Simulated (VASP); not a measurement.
# A VASP study of MnO2 (Pyrolusite) (r2SCAN + rVV10): structure first, properties next

What structure does MnO2 (Pyrolusite) take at this level, and what are its properties? The steps: magnetic order: ferromagnetic, magnetic order: antiferromagnetic within the cell, magnetic order: antiferromagnetic, q = (0, 0, 1/2), magnetic order: antiferromagnetic, q = (1/2, 1/2, 1/2), magnetic order: antiferromagnetic, q = (1/2, 1/2, 0), the orders side by side, full relaxation (r2SCAN + rVV10), second relaxation, density, ELF and potential (r2SCAN + rVV10), band structure (r2SCAN + rVV10), density of states (r2SCAN + rVV10), volume scan with r2SCAN + rVV10, fit for r2SCAN + rVV10 and vibrations at Γ (r2SCAN + rVV10). The start is a cell from a database of measured crystal structures.

Method: r2SCAN with rVV10, spin-polarised from a ferromagnetic start; plane waves and PAW (Mn_pv, O), in the first sound run; inputs show where later runs differ, in VASP 6.6.1.

The experiments to compare with:

For MnO2, rutile (bulk crystal), “Local electronic structure of dilute hydrogen in beta-MnO2” (2024, arxiv:2401.02109) quotes earlier work: moment of Mn (ordered Mn moment in helical phase) 2.34 μB [Earlier experimental value quoted in discussion; measurement temperature and sample not …].

Report form: the programs' logs are mostly left out.

### 1. The structure

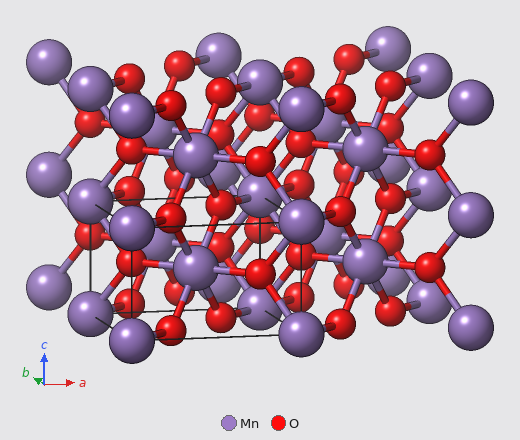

Start, viewed slightly off an axis; manganese light purple, oxygen red. 2×2×2 cells are drawn. Some periodic images of atoms are drawn too.

### 2. Magnetic order: ferromagnetic

The properties of a magnet depend on its order, so a few collinear patterns are compared first on the cell as listed, beginning with all moments parallel. r2SCAN adds the kinetic-energy density, costs more than a GGA and is run with LASPH. LUSE_VDW switches on a nonlocal correlation term for dispersion.

The input, INCAR:

```
SYSTEM = MnO2
PREC = Accurate
ENCUT = 520
EDIFF = 1E-06
NELM = 100
ISMEAR = 0
SIGMA = 0.05
LREAL = .FALSE.
ALGO = Normal
METAGGA = R2SCAN
LUSE_VDW = .TRUE.
IVDW_NL = 2
BPARAM = 11.95
CPARAM = 0.0093
LASPH = .TRUE.
NBANDS = 39
ISPIN = 2
MAGMOM = 4 4 0 0 0 0
LMAXMIX = 4
LORBIT = 11
LWAVE = .FALSE.
LCHARG = .FALSE.
KPAR = 8
ISIF = 2
```

The input, POSCAR:

```
MnO2
1.0
    4.3983000000      0.0000000000      0.0000000000
    0.0000000000      4.3983000000      0.0000000000
    0.0000000000      0.0000000000      2.8730000000
Mn O
2 4
Direct
    0.0000000000      0.0000000000      0.0000000000
    0.5000000000      0.5000000000      0.5000000000
    0.3051500000      0.3051500000      0.0000000000
    0.1948500000      0.8051500000      0.5000000000
    0.6948500000      0.6948500000      0.0000000000
    0.8051500000      0.1948500000      0.5000000000
```

The input, KPOINTS:

```
Automatic mesh
0
Gamma
5 5 8
0 0 0
```

PAW data sets: Mn_pv and O (PBE family, release 64).

The run is started by

```
mpirun -np 8 vasp_std
```

It took 88 s on 8 MPI ranks of Intel Xeon Platinum 8488C (Sapphire Rapids), shared host; peak memory 3.2 GiB; 10 min of CPU time.

The gap is read on the k-mesh alone, so it is an upper bound where the band edges lie off the mesh. Direct gaps are counted within one spin. The valence top and the conduction bottom belong to opposite spins. The PAW data sets were made with PBE, which is usual practice but a small mismatch for other functionals.

A gap read on the k-mesh alone can miss the band edges.

This step gave:

| Quantity | Value |
| --- | --- |
| SCF cycles | 18 |
| electrons | 50 |
| bands | 39 |
| irreducible k-points | 30 |
| symmetry operations | 16 |
| free energy (TOTEN) | -64.1156 eV |
| Fermi energy | 4.880 eV |
| pressure | -1.716 GPa |
| moment of the cell, from the last line of the log | 6.000 μB |
| metallic | no |
| valence top at k | 0, 0, 0 |
| conduction bottom at k | 0, 0, 0 |
| least direct gap on the k-mesh, within one spin | 0.6204 eV |
| gap on the k-mesh | 0.1267 eV |

Spin moment in the PAW sphere by atom:

| atom | spin moment in the PAW sphere (μB) |
| --- | --- |
| Mn1 | 2.81 |
| Mn2 | 2.81 |
| O3 | 0.05 |
| O4 | 0.05 |
| O5 | 0.05 |
| O6 | 0.05 |

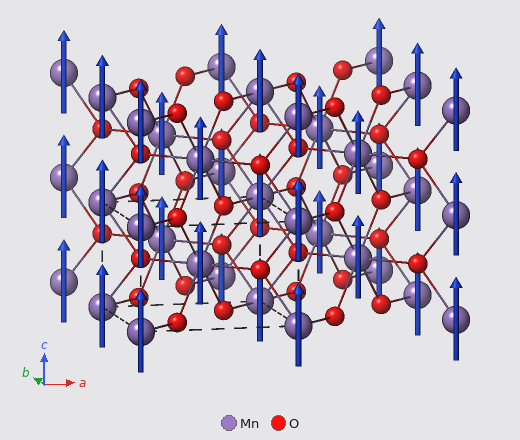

Spin moment in the PAW sphere as arrows, the longest 2.81 μB. Up and down stand for the sign. Arrows give size and sign along the axis of quantisation, drawn up and down the page. 2×2×2 cells are drawn. Some periodic images of atoms are drawn too.

The run ends ferromagnetic with a largest moment of 2.81 μB, and the mesh shows a gap of 0.13 eV.

### 3. Magnetic order: antiferromagnetic within the cell

This step: r2SCAN with rVV10, spin-polarised from an antiferromagnetic start; plane waves and PAW (Mn_pv, O) (VASP 6.6.1).

Next, a pattern with opposite moments.

Changes to INCAR since step 2:

```diff
@@ -15,5 +15,5 @@
 LASPH = .TRUE.
-NBANDS = 39
+NBANDS = 34
 ISPIN = 2
-MAGMOM = 4 4 0 0 0 0
+MAGMOM = 4 -4 0 0 0 0
 LMAXMIX = 4
```

POSCAR is that of step 2.

KPOINTS is that of step 2.

The run is started by

```
mpirun -np 8 vasp_std
```

It took 75 s on 8 MPI ranks; peak memory 3.2 GiB; 9.6 min of CPU time.

At this level the cell is under a tension of 3.5 GPa, so at these settings it is away from equilibrium.

This step gave:

```yaml
bands: 34
free_energy_toten: -64.2212 eV
fermi_energy: 4.972 eV
pressure: -3.458 GPa
valence_top_at_k: 0.4, 0.4, 0
least_direct_gap_on_the_k_mesh_within_one_spin: 0.5313 eV
gap_on_the_k_mesh: 0.3762 eV
```

Spin moment in the PAW sphere by atom:

| atom | spin moment in the PAW sphere (μB) |
| --- | --- |
| Mn1 | 2.71 |
| Mn2 | -2.71 |
| O3 | -0.04 |
| O4 | 0.04 |
| O5 | -0.04 |
| O6 | 0.04 |

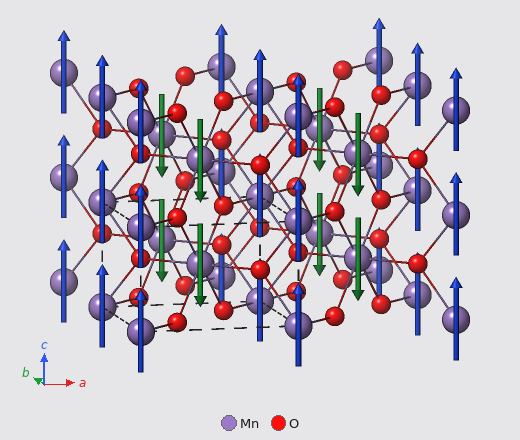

Spin moment in the PAW sphere as arrows, the longest 2.71 μB. Up and down stand for the sign. Arrows give size and sign along the axis of quantisation, drawn up and down the page. The two directions have two colours. 2×2×2 cells are drawn. Some periodic images of atoms are drawn too.

The energy lies -17.6 meV an atom from the first pattern. The run ends antiferromagnetic with a largest moment of 2.71 μB, and the mesh shows a gap of 0.38 eV.

### 4. Magnetic order: antiferromagnetic, q = (0, 0, 1/2)

System of this step: MnO2 (Pyrolusite). The structure is tetragonal, space group P4_2/mnm (No. 136). The conventional cell has a = 4.398 Å, b = 4.398 Å, c = 2.873 Å, α = 90.00°, β = 90.00°, γ = 90.00°. Nearest to Mn lie 6 O at 1.88 to 1.90 Å. O has 3 Mn at 1.88 to 1.90 Å nearest. Farther neighbours and most contacts between anions are not listed.

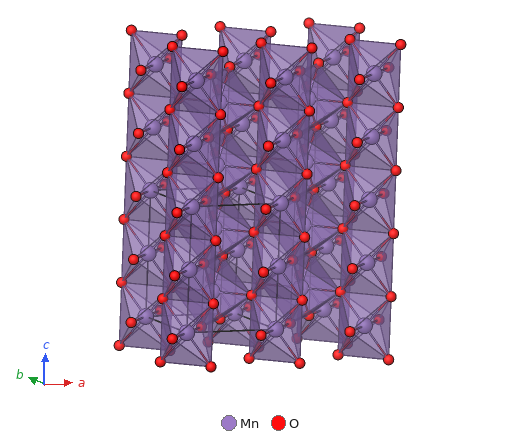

The cell of this step (manganese light purple, oxygen red). 2×1×2 cells are drawn. Some periodic images of atoms are drawn too.

Next, a pattern with opposite moments, which needs a doubled cell; q is given in the reciprocal vectors of the primitive cell.

Changes to INCAR since step 3:

```diff
@@ -15,5 +15,5 @@
 LASPH = .TRUE.
-NBANDS = 34
+NBANDS = 68
 ISPIN = 2
-MAGMOM = 4 -4 0 0 0 0
+MAGMOM = 4 -4 4 -4 0 0 0 0 0 0 0 0
 LMAXMIX = 4
```

The input, POSCAR:

```
MnO2
1.0
    4.3983000000      0.0000000000      0.0000000000
    0.0000000000      4.3983000000      0.0000000000
    0.0000000000      0.0000000000      5.7460000000
Mn O
4 8
Direct
    0.0000000000      0.0000000000      0.0000000000
    0.0000000000      0.0000000000      0.5000000000
    0.5000000000      0.5000000000      0.2500000000
    0.5000000000      0.5000000000      0.7500000000
    0.3051500000      0.3051500000      0.0000000000
    0.3051500000      0.3051500000      0.5000000000
    0.1948500000      0.8051500000      0.2500000000
    0.1948500000      0.8051500000      0.7500000000
    0.6948500000      0.6948500000      0.0000000000
    0.6948500000      0.6948500000      0.5000000000
    0.8051500000      0.1948500000      0.2500000000
    0.8051500000      0.1948500000      0.7500000000
```

The input, KPOINTS:

```
Automatic mesh
0
Gamma
5 5 4
0 0 0
```

The run is started by

```
mpirun -np 8 vasp_std
```

Run time: 3.4 min. Hardware: 8 MPI ranks; peak memory 5.2 GiB; 27 min of CPU time.

At this level the cell is under a tension of 3.4 GPa, so at these settings it is away from equilibrium.

This step gave:

- SCF cycles: 21
- electrons: 100
- bands: 68
- irreducible k-points: 18
- symmetry operations: 8
- free energy (TOTEN): -128.4172 eV
- Fermi energy: 4.960 eV
- pressure: -3.416 GPa
- valence top at k: 0, 0, 0
- least direct gap at k: 0, 0, 0
- gap on the k-mesh: 1.038 eV
- least direct gap on the k-mesh: 1.038 eV

Spin moment in the PAW sphere by atom:

| atom | spin moment in the PAW sphere (μB) |
| --- | --- |
| Mn1 | 2.70 |
| Mn2 | -2.70 |
| Mn3 | 2.70 |
| Mn4 | -2.70 |
| O5 | 0.00 |
| O6 | 0.00 |
| O7 | 0.00 |
| O8 | 0.00 |
| O9 | 0.00 |
| O10 | 0.00 |
| O11 | 0.00 |
| O12 | 0.00 |

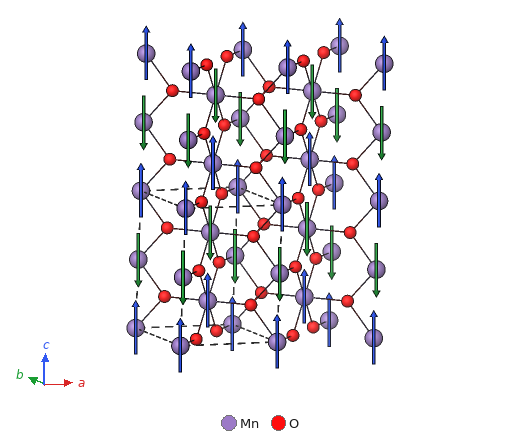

Spin moment in the PAW sphere as arrows, the longest 2.70 μB. Up and down stand for the sign. Arrows give size and sign along the axis of quantisation, drawn up and down the page. The two directions have two colours. 2×1×2 cells are drawn. Some periodic images of atoms are drawn too.

Force by atom:

| atom | x (eV/Å) | y (eV/Å) | z (eV/Å) | size |
| --- | --- | --- | --- | --- |
| Mn1 | 0.0000 | 0.0000 | -0.0778 | 0.0778 |
| Mn2 | 0.0000 | 0.0000 | -0.0778 | 0.0778 |
| Mn3 | 0.0000 | 0.0000 | 0.0778 | 0.0778 |
| Mn4 | 0.0000 | 0.0000 | 0.0778 | 0.0778 |
| O5 | 0.0328 | 0.0328 | -0.0581 | 0.0743 |
| O6 | 0.0328 | 0.0328 | -0.0581 | 0.0743 |
| O7 | -0.0328 | 0.0328 | 0.0581 | 0.0743 |
| O8 | -0.0328 | 0.0328 | 0.0581 | 0.0743 |
| O9 | -0.0328 | -0.0328 | -0.0581 | 0.0743 |
| O10 | -0.0328 | -0.0328 | -0.0581 | 0.0743 |
| O11 | 0.0328 | -0.0328 | 0.0581 | 0.0743 |
| O12 | 0.0328 | -0.0328 | 0.0581 | 0.0743 |

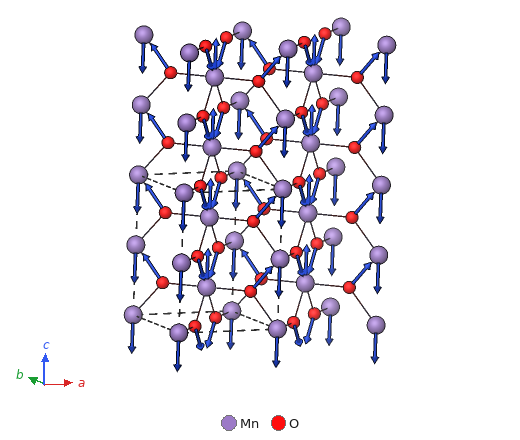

Force as arrows, the longest 0.0778 eV/Å. 2×1×2 cells are drawn. Some periodic images of atoms are drawn too.

The energy lies -15.5 meV an atom from the first pattern. The run ends antiferromagnetic with a largest moment of 2.70 μB, and the mesh shows a gap of 1.04 eV.

### 5. Magnetic order: antiferromagnetic, q = (1/2, 1/2, 1/2)

INCAR is that of step 4.

The input, POSCAR:

```
MnO2
1.0
   -4.3983000000      0.0000000000     -2.8730000000
    0.0000000000     -4.3983000000      2.8730000000
   -4.3983000000      0.0000000000      2.8730000000
Mn O
4 8
Direct
    0.0000000000      0.0000000000      0.0000000000
    0.5000000000      0.0000000000      0.5000000000
    0.2500000000      0.5000000000      0.2500000000
    0.7500000000      0.5000000000      0.7500000000
    0.6948500000      0.6948500000      0.0000000000
    0.1948500000      0.6948500000      0.5000000000
    0.2500000000      0.1948500000      0.5551500000
    0.7500000000      0.1948500000      0.0551500000
    0.3051500000      0.3051500000      0.0000000000
    0.8051500000      0.3051500000      0.5000000000
    0.2500000000      0.8051500000      0.9448500000
    0.7500000000      0.8051500000      0.4448500000
```

The input, KPOINTS:

```
Automatic mesh
0
Gamma
5 5 5
0 0 0
```

The run is started by

```
mpirun -np 8 vasp_std
```

Run time: 4.1 min. Hardware: 8 MPI ranks; peak memory 5.4 GiB.

Numbers from this step:

- free energy (TOTEN): -128.4049 eV
- Fermi energy: 4.998 eV
- pressure: -3.357 GPa
- conduction bottom at k: -0.4, 0.4, 0.4
- gap on the k-mesh: 1.011 eV
- least direct gap on the k-mesh: 1.139 eV

Force by atom:

| atom | x (eV/Å) | y (eV/Å) | z (eV/Å) | size |
| --- | --- | --- | --- | --- |
| Mn1 | 0.000 | 0.000 | 0.288 | 0.288 |
| Mn2 | 0.000 | 0.000 | 0.288 | 0.288 |
| Mn3 | 0.000 | 0.000 | 0.288 | 0.288 |
| Mn4 | 0.000 | 0.000 | 0.288 | 0.288 |
| O5 | 0.032 | 0.032 | -0.144 | 0.151 |
| O6 | 0.032 | 0.032 | -0.144 | 0.151 |
| O7 | -0.032 | 0.032 | -0.144 | 0.151 |
| O8 | -0.032 | 0.032 | -0.144 | 0.151 |
| O9 | -0.032 | -0.032 | -0.144 | 0.151 |
| O10 | -0.032 | -0.032 | -0.144 | 0.151 |
| O11 | 0.032 | -0.032 | -0.144 | 0.151 |
| O12 | 0.032 | -0.032 | -0.144 | 0.151 |

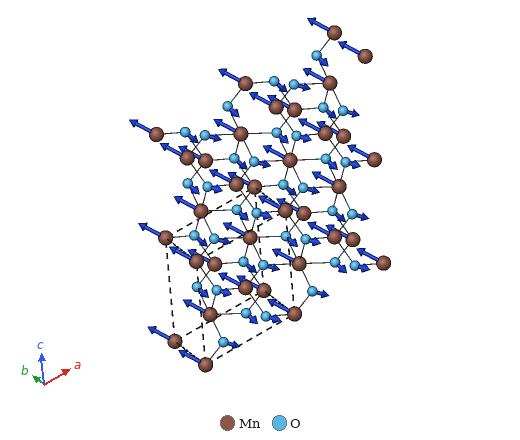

Force as arrows, the longest 0.288 eV/Å. Bonds to atoms that aren't drawn are left out. 2×1×2 cells are drawn. Some periodic images of atoms are drawn too.

The energy lies -14.5 meV an atom from the first pattern. The run ends antiferromagnetic with a largest moment of 2.71 μB, and the mesh shows a gap of 1.01 eV.

### 6. Magnetic order: antiferromagnetic, q = (1/2, 1/2, 0)

INCAR is that of step 5.

The input, POSCAR:

```
MnO2
1.0
    8.7966000000      0.0000000000      0.0000000000
    4.3983000000      4.3983000000      0.0000000000
    0.0000000000      0.0000000000      2.8730000000
Mn O
4 8
Direct
    0.0000000000      0.0000000000      0.0000000000
    0.5000000000      0.0000000000      0.0000000000
    0.0000000000      0.5000000000      0.5000000000
    0.5000000000      0.5000000000      0.5000000000
    0.0000000000      0.3051500000      0.0000000000
    0.5000000000      0.3051500000      0.0000000000
    0.6948500000      0.8051500000      0.5000000000
    0.1948500000      0.8051500000      0.5000000000
    0.0000000000      0.6948500000      0.0000000000
    0.5000000000      0.6948500000      0.0000000000
    0.3051500000      0.1948500000      0.5000000000
    0.8051500000      0.1948500000      0.5000000000
```

The input, KPOINTS:

```
Automatic mesh
0
Gamma
5 5 8
0 0 0
```

The run is started by

```
mpirun -np 8 vasp_std
```

Run time: 8 min. Hardware: 8 MPI ranks; peak memory 7.7 GiB; 63 min of CPU time.

At this level the cell is under a tension of 2.9 GPa, so at these settings it is away from equilibrium.

This step gave:

```yaml
irreducible_k_points: 45
free_energy_toten: -128.3726 eV
fermi_energy: 4.837 eV
pressure: -2.914 GPa
conduction_bottom_at_k: 0, 0, 0
gap_on_the_k_mesh: 0.2507 eV
least_direct_gap_on_the_k_mesh: 0.2507 eV
```

Spin moment in the PAW sphere by atom:

| atom | spin moment in the PAW sphere (μB) |
| --- | --- |
| Mn1 | 2.77 |
| Mn2 | -2.77 |
| Mn3 | 2.73 |
| Mn4 | -2.73 |
| O5 | 0.06 |
| O6 | -0.06 |
| O7 | -0.03 |
| O8 | 0.03 |
| O9 | 0.06 |
| O10 | -0.06 |
| O11 | -0.03 |
| O12 | 0.03 |

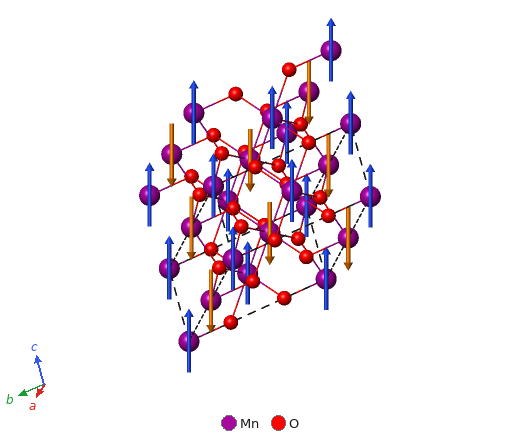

Spin moment in the PAW sphere as arrows, the longest 2.77 μB. Up and down stand for the sign. Arrows give size and sign along the axis of quantisation, drawn up and down the page. The two directions have two colours. 1×1×2 cells are drawn. Some periodic images of atoms are drawn too.

Force by atom:

| atom | x (eV/Å) | y (eV/Å) | z (eV/Å) | size |
| --- | --- | --- | --- | --- |
| Mn1 | 0.000 | 0.000 | 0.000 | 0.000 |
| Mn2 | 0.000 | 0.000 | 0.000 | 0.000 |
| Mn3 | 0.000 | 0.000 | 0.000 | 0.000 |
| Mn4 | 0.000 | 0.000 | 0.000 | 0.000 |
| O5 | 0.019 | 0.019 | 0.000 | 0.027 |
| O6 | 0.019 | 0.019 | 0.000 | 0.027 |
| O7 | 0.085 | -0.085 | 0.000 | 0.120 |
| O8 | 0.085 | -0.085 | 0.000 | 0.120 |
| O9 | -0.019 | -0.019 | 0.000 | 0.027 |
| O10 | -0.019 | -0.019 | 0.000 | 0.027 |
| O11 | -0.085 | 0.085 | 0.000 | 0.120 |
| O12 | -0.085 | 0.085 | 0.000 | 0.120 |

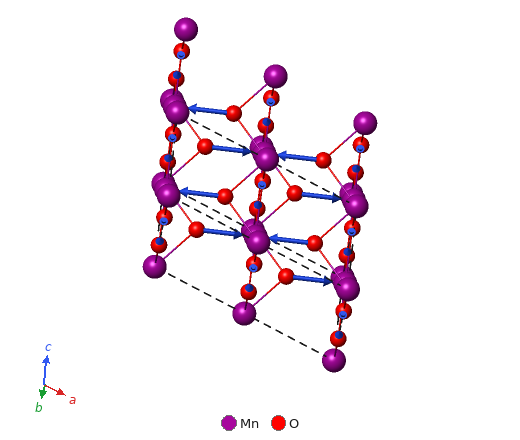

Force as arrows, the longest 0.120 eV/Å. 1×1×2 cells are drawn. Some periodic images of atoms are drawn too.

The energy lies -11.8 meV an atom from the first pattern. The run ends antiferromagnetic with a largest moment of 2.77 μB, and the mesh shows a gap of 0.25 eV.

### 7. The orders side by side

This step: collinear orders at r2SCAN; plane waves and PAW (VASP 6.6.1).

No new run; the numbers come from the runs before.

Patterns, by row:

| start | atoms | energy less that of the first (meV/atom) | largest site moment (μB) | end state |
| --- | --- | --- | --- | --- |
| ferromagnetic | 6 | 0 | 2.81 | ferromagnetic |
| antiferromagnetic within the cell | 6 | -17.6 | 2.71 | antiferromagnetic |
| antiferromagnetic, q = (0, 0, 1/2) | 12 | -15.5 | 2.7 | antiferromagnetic |
| antiferromagnetic, q = (1/2, 1/2, 1/2) | 12 | -14.5 | 2.71 | antiferromagnetic |
| antiferromagnetic, q = (1/2, 1/2, 0) | 12 | -11.8 | 2.77 | antiferromagnetic |

The session goes on in the lowest magnetic state found: antiferromagnetic. The next one lies 2.1 meV an atom higher. Differences this small don't decide the order on unrelaxed cells.

(Part 1 of 3 ends here.)

[Lines on the potential files, build, host, timing and source positions are cut from VASP's logs without a mark.]

[Logs are printed without paths, hosts, clocks, repeated set-up lines and the standing remarks that a program may print on its own settings, such as how far it seeks lower states.]

[Hosts, paths, dates, database ids (printed as entryN), source tags and the programs' standing remarks are cut or masked in the printed files.]

[A measured line is paired with the nearest computed mode of its activity, which favours agreement.]

[In band tables of VASP the shares of atoms and orbitals are scaled to a sum of 1 inside the atoms' spheres.]
